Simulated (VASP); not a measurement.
Band structure of AlCr2C (space group P6_3/mmc). Level of theory: PBE GGA, VASP's PBE PAW potentials (set 64) (plane waves; VASP).

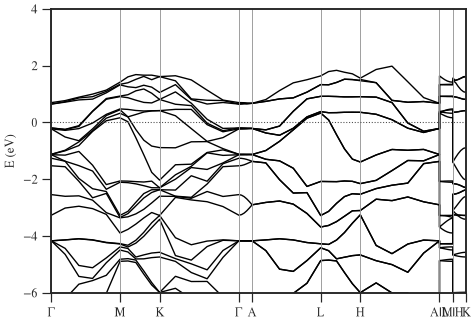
Figure. Bands along high-symmetry lines, zero at the valence-band maximum or, without a gap, the Fermi level

Task: Read the plot: is there a gap, and where are the band edges?

Result: It has no gap at this level: it comes out as a metal or semimetal.

The structure comes from a computed database's AlCr2C entry; how it stands against other phases isn't given here. The cell was not relaxed at this level. The run is not spin-polarised, so no magnetic state was tried.
